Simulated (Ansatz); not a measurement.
# FH6OSi2 (SMILES F[SiH2][OH+][SiH3]) (charge +1): what the fields show

```tsv
atom	x (Å)	y (Å)	z (Å)
F	-1.0061	-0.3291	1.3812
O	-0.1756	-0.3595	-1.1509
Si	-0.4436	-1.4026	0.3157
Si	0.8707	1.1650	-1.2628
H	-1.4704	-2.3505	-0.1680
H	0.9142	-1.8608	0.6726
H	-0.8030	-0.5063	-1.8962
H	1.5438	0.9991	-2.5753
H	1.7192	0.9590	-0.0630
H	-0.1045	2.2809	-1.1777
```

Geometry: BLYP-D3(BJ)/def2-SVP.

Method: Ansatz 0.2.0, isolated molecule in a Gaussian basis; Kohn-Sham density functional theory, functional PBE0.

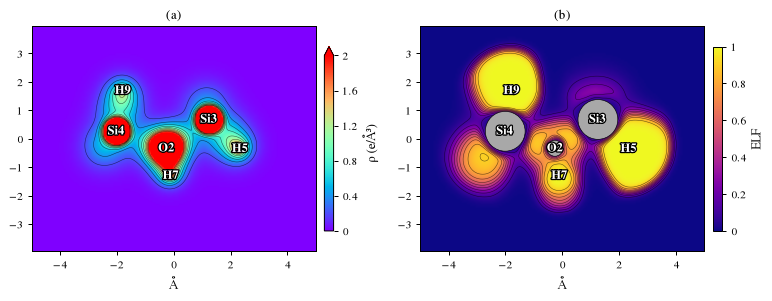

Figure 1. (a) electron density; (b) electron localisation function on the plane of atoms O2, Si3 and H5. Grey discs cover the atomic cores in the ELF map.

Read the bonding off the picture.

Answer. The plane passes through O, Si and H nuclei. Si–O (1.82 Å): ρ is about 0.79 e/Å³ halfway; the ELF peaks at about 0.90 between the atoms (a polar covalent bond). O–H (0.99 Å): ρ at the midpoint is about 3.6 e/Å³; the ELF climbs to about 1 towards the hydrogen, as it does in any bond to H (an ordinary covalent bond to hydrogen). Si–H (1.48 Å): the density is about 0.88 e/Å³ at the midpoint; the ELF climbs to about 1 towards the hydrogen.

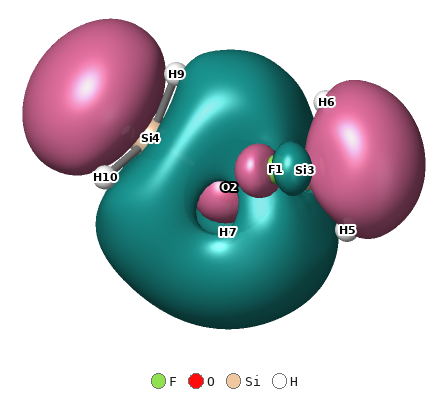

Figure 2. The LUMO at ±0.05 Å⁻³ᐟ² (teal and pink are the two phases), seen at a tilt.

What is the character of this orbital?

Answer. By Hirshfeld shares it lies mainly on Si4 (about 40 %), Si3 (about 20 %), H7 (about 15 %) and O2 (about 10 %). Its energy is −6.25 eV.
